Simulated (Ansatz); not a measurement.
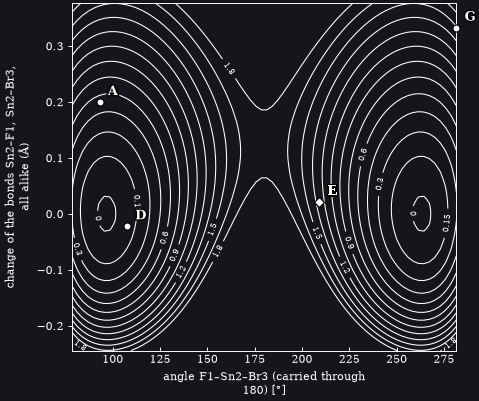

BrFSn, SMILES [F][Sn][Br]. The first coordinate is: angle F1–Sn2–Br3 (carried through 180); the second: change of the bonds Sn2–F1, Sn2–Br3, all alike. Nothing is relaxed (all other coordinates rigid). Grid: 15 × 15 points; 120 points were computed and 105 follow by symmetry. Points are written as (first, second). Energies: eV, counted from the lowest grid point. The calculation used Ansatz 0.2.0, RHF/def2-TZVP.

The picture shows contour lines labelled in eV (none above 1.8), lettered points. Between grid points the surface is interpolated.

Q: Is E the lowest point of the computed grid?

A: No. E lies 1.30 eV above the lowest grid point, which is at (93.0°, 0.022 Å).

Q: Rank the lettered points by energy, lowest first.

A: D (0.08 eV), A (0.54 eV), E (1.30 eV), G (1.49 eV).
